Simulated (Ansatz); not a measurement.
A hypothetical phase is included: elements placed on a structure type, which no database files for this compound.

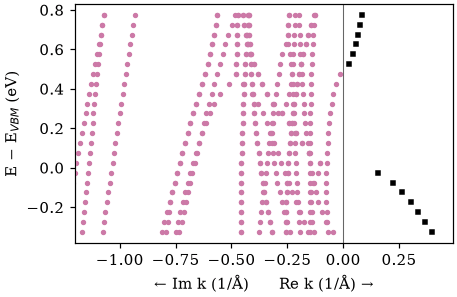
Complex bands at the centre of the two-dimensional zone; r2SCAN (Ansatz, a quantum-chemistry and plane-wave program)

No gap correction and no spin-orbit coupling; mid-gap is the computed energy nearest the middle.

Problem. This is InP (P3_121, 6 atoms a cell, 22.9 Å³ an atom) along the normal of (110). Read off the slowest decay at the centre of the two-dimensional zone at 0.23 eV, the computed energy nearest the middle of the gap.

Solution. κ ≈ 0.06 1/Å, a decay length 1/(2κ) of the density of 7.9 Å.
